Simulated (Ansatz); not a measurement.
## Electronic structure of Al₂GaSb₃ in real space

```
Al Ga Sb
1.0
     4.38590    0.00000    0.00000
    -2.19295    3.79830    0.00000
     0.00000    0.00000   21.67245
Al Ga Sb
4 2 6
Direct
  0.00000 0.00000 0.16679
  0.66667 0.33333 0.99988
  0.66667 0.33333 0.33352
  0.66667 0.33333 0.66661
  0.00000 0.00000 0.50043
  0.00000 0.00000 0.83364
  0.00000 0.00000 0.29155
  0.00000 0.00000 0.62494
  0.00000 0.00000 0.95815
  0.66667 0.33333 0.12473
  0.66667 0.33333 0.45839
  0.66667 0.33333 0.79156
```

Space group P3m1; a structure generated by program, which may or may not match a known phase.

Level of theory: DFT PBEsol, scalar-relativistic, plane waves, PAW in Ansatz.

The density is the valence pseudo-density of a PAW calculation; it isn't the true density close to the nuclei.

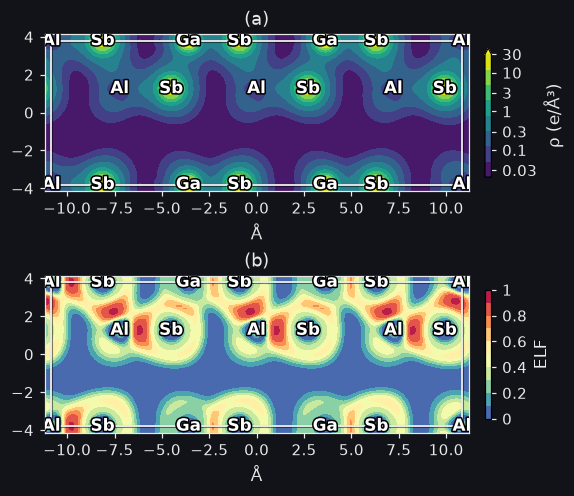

Figure 1. (a) valence electron density; (b) electron localisation function on the (110) plane of the conventional cell.

What does the map show?

The plane passes through Al, Ga and Sb nuclei. Al–Sb (2.69 Å): ρ at the midpoint is about 0.4 e/Å³; the ELF is about 0.85 at the midpoint. Ga–Sb (2.69 Å): the density is about 0.39 e/Å³ at the midpoint; the ELF peaks at about 0.70 between the atoms. Between the atoms the lowest density in this plane is 0.002 e/Å³. The features right at Ga lie inside the PAW spheres, where the map follows smoothed inner orbitals and isn't to be read closely.

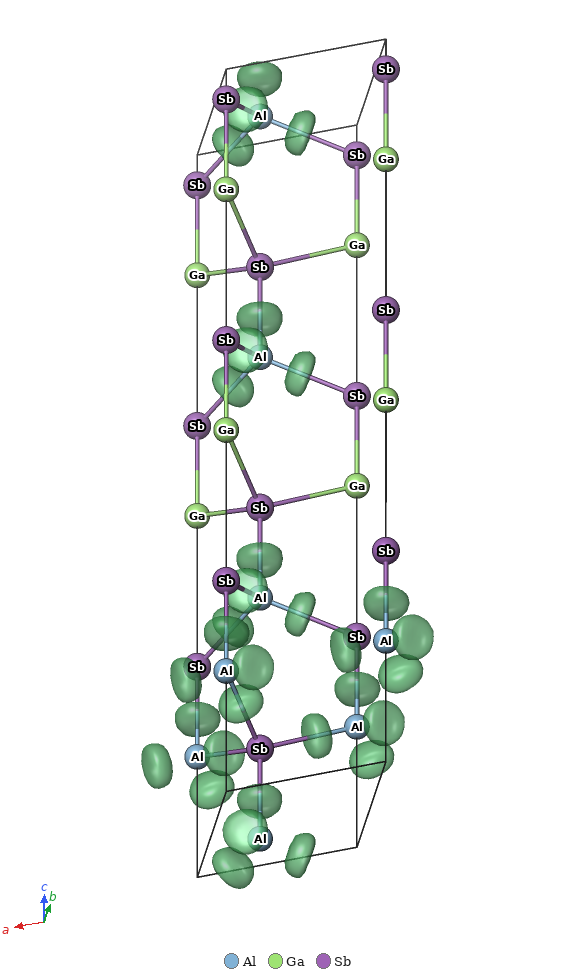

Figure 2. Isosurface of the ELF at 0.8 (green), seen at an oblique angle. Core shells and regions of very low density are left out. Sticks mark near contacts.

Identify the bonds, lone pairs and shells in this picture.

The surface consists of 16 regions between bonded Al–Sb atoms (shared pairs), counted in one cell of 12 atoms. Any copies at cell faces, edges or corners count once.
